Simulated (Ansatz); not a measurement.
BrH3O3Zr···HF

```xyz
10

Zr    0.4834    0.1722   -0.2063
F    -1.1057    0.5221    2.5222
O     1.6080   -0.1309   -1.7390
H     2.0834   -0.5898   -2.4476
O    -1.0559    1.1851   -0.7742
H    -1.6905    1.6669   -1.3222
O    -0.0194   -1.5771    0.4645
H    -0.7405   -2.0179    0.9461
Br    1.9917    1.5648    1.5182
H    -0.3617    1.0018    2.8147
```

Core potentials replace the inner electrons of Zr; not at a stationary point (largest force 0.6 eV/Å).

All numbers below come from Ansatz, RKS revPBE/def2-SVP.

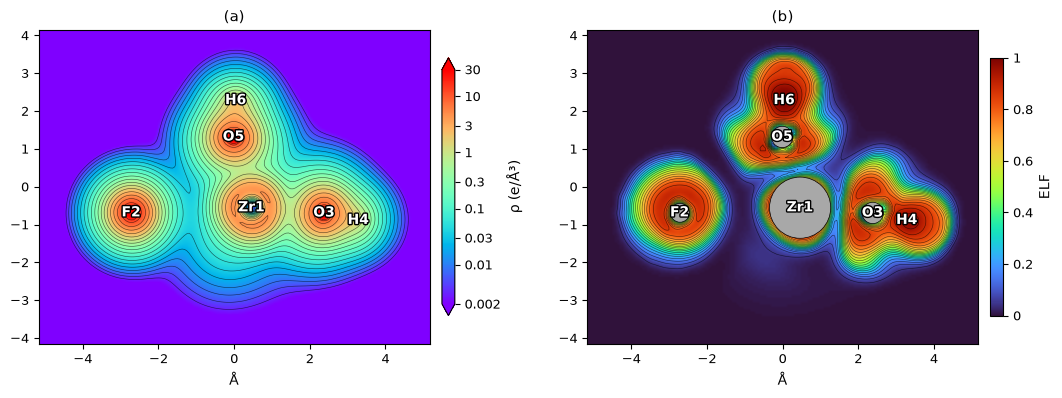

Figure 1. (a) electron density; (b) ELF on the plane of atoms Zr1, O5 and H6. Grey discs cover the atomic cores in the ELF map.

### What does the map show?

- The section cuts through Zr, F, O and H sites.
- Zr1···F2 (3.18 Å): the density falls to about 0.04 e/Å³ on the way; the ELF dips to about 0 between them.
- Zr–O (1.93 Å): ρ at the midpoint is about 0.89 e/Å³; the ELF peaks at about 0.80 in the valence shell of O, 0.6 Å from its nucleus, and drops to about 0.20 between the two atoms.
- O–H (0.97 Å): ρ at the midpoint is about 3.6 e/Å³; the ELF climbs to about 1 towards the hydrogen, as it does in any bond to H (a covalent bond by its length).
- The ELF also peaks beside F2, away from the bonds: lone-pair regions.

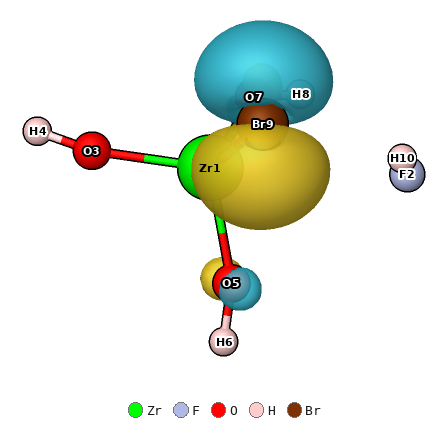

Figure 2. One frontier orbital at ±0.15 Å⁻³ᐟ² (yellow and cyan are the two phases), seen across its widest extent.

### Which orbital is it: HOMO or LUMO?

The HOMO, at −6.46 eV. Its weight (Hirshfeld) is mainly on Br9 (about 85 %); largely a lone pair of Br9.

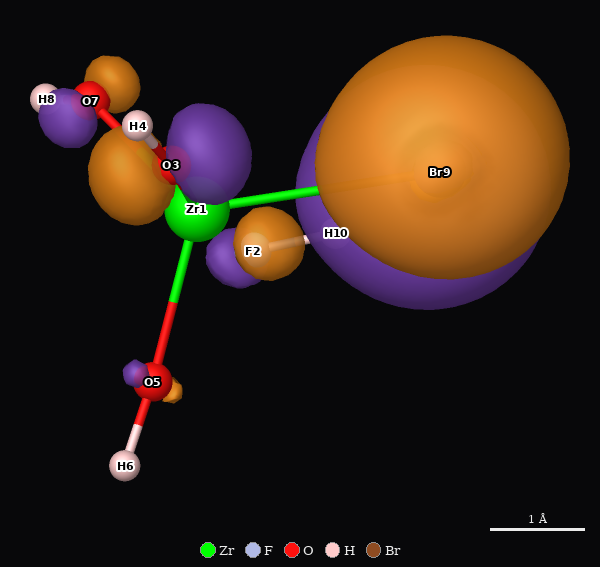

Figure 3. The HOMO−1 at ±0.1 Å⁻³ᐟ² (orange and purple are the two phases), seen at an oblique angle.

### Where does this orbital lie, and at what energy?

It lies mainly on Br9 (about 85 %); largely a lone pair of Br9. Its energy is −6.57 eV.
